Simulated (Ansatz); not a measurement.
The calculation's input:

```
crystal:
  lattice:
    - [-1.9659730873, 1.9659730873, 13.8875554844]
    - [1.9659730873, -1.9659730873, 13.8875554844]
    - [1.9659730873, 1.9659730873, -13.8875554844]
  atoms:
    - { symbol: Zn, position: [0.7022378787, 0.7022378787, 0.0] }
    - { symbol: Zn, position: [0.2977621213, 0.2977621213, 0.0] }
    - { symbol: Zn, position: [0.8934763907, 0.8934763907, 0.0] }
    - { symbol: Zn, position: [0.5, 0.5, 0.0] }
    - { symbol: Zn, position: [0.1065236093, 0.1065236093, 0.0] }
    - { symbol: Se, position: [0.4467792615, 0.9467792615, 0.5] }
    - { symbol: Se, position: [0.0532207385, 0.5532207385, 0.5] }
    - { symbol: S, position: [0.25, 0.75, 0.5] }
    - { symbol: S, position: [0.8456196034, 0.3456196034, 0.5] }
    - { symbol: S, position: [0.6543803966, 0.1543803966, 0.5] }
basis:
  ecutwfc: 500
kpoints:
  mp_grid: { grid: [10, 10, 10] }
  band_path:
    path:
      - [[0.0, 0.0, 0.0], [0.0, 0.0, 0.5], [0.25, 0.25, 0.25], [0.0, 0.5, 0.0], [0.0, 0.0, 0.0], [0.5, 0.5, -0.5], [0.25501007, 0.74498993, -0.25501007]]
      - [[-0.25501007, 0.25501007, 0.25501007], [0.0, 0.0, 0.0]]
      - [[0.0, 0.0, 0.5], [-0.01002013, 0.01002013, 0.5]]
      - [[0.5, 0.5, -0.01002013], [0.5, 0.5, -0.5]]
    npoints: 14
hamiltonian:
  xc: r2scan
scf:
  occupations: { method: gaussian, width: 0.02 }
  n_extra_bands: 25
output:
  forces: true
  stress: true
  eigenvalues: true
  populations: true
  dos: { projected: true, de: 0.02, nscf_kmesh: { grid: [15, 15, 15] } }
  bader: true
  write_density: true
  write_potential: true
  elf: true
  volumetric_format: npy
```

Launched as:

```sh
ansatz run input.yaml --threads 4 --pin off --max-ram 8192MiB --backend cpu --events-out ev --progress --plain --runs-dir out
```

Below, planes, directions and counts refer to the conventional cell (a = 3.93 Å, b = 3.93 Å, c = 27.78 Å, α = 90.00°, β = 90.00°, γ = 90.00°).

Space group I-4m2; a structure generated by program, which may or may not match a known phase; computed pressure about −2 GPa in this cell.

Computed with DFT r2SCAN, scalar-relativistic, plane waves, PAW (Ansatz 0.2.0).

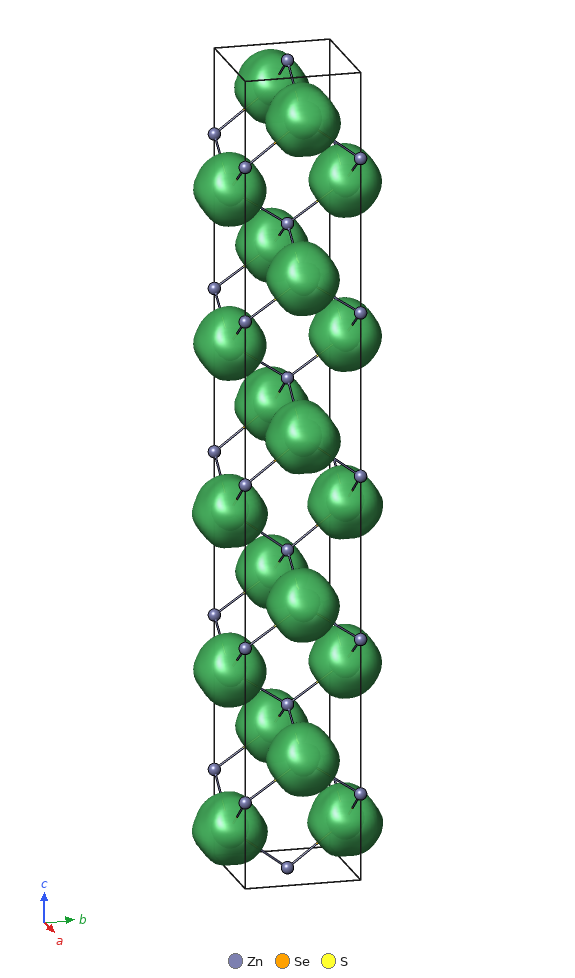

Zn$_{5}$Se$_{2}$S$_{3}$. Isosurface of the electron localisation function at 0.7 (green), seen at an oblique angle. Core shells and regions of very low density are left out. Sticks mark near contacts.

In a PAW calculation such maps are meaningful between the atoms, not at the nuclei.

**Identify the bonds, lone pairs and shells in this picture.**

The surface consists of six regions wrapped around S (the valence shell of each) and four regions wrapped around Se (the valence shell of each), counted in one cell of 20 atoms. Regions shared between cells count once.

Values along the shortest contacts:
Zn–S (2.37 Å): the ELF peaks at about 0.90 in the valence shell of S, 0.8 Å from its nucleus, and is about 0.60 at the midpoint. Zn–Se (2.46 Å): the ELF is about 0.60 at the midpoint.
